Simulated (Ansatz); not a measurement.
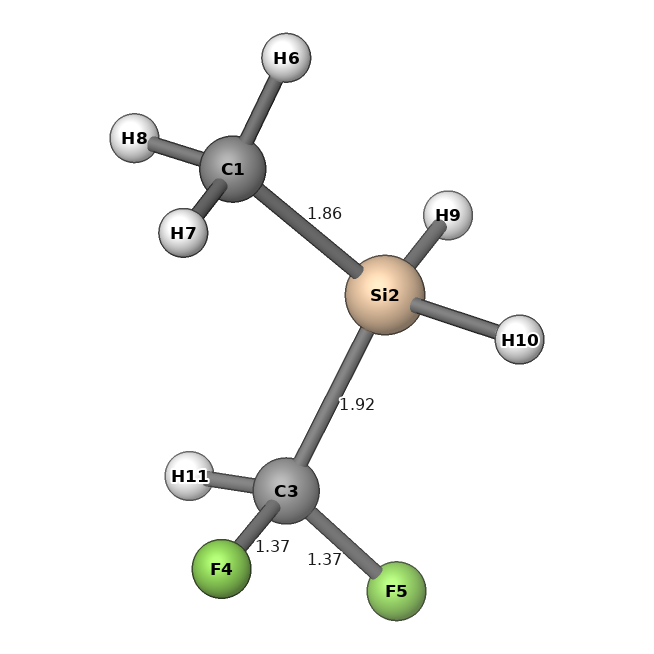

The numbers beside the sticks are distances in Å. Sticks don't show bond order. The computed structure is the end point of a PBE0-D4/def2-TZVP optimisation. No frequency run is at hand to confirm it as a minimum.

Which of the marked bonds are single, double, triple or aromatic?

Answer. C1–Si2 single; Si2–C3 single; C3–F4 single; C3–F5 single.

Give the structure as SMILES.

Answer. C[SiH2]C(F)F
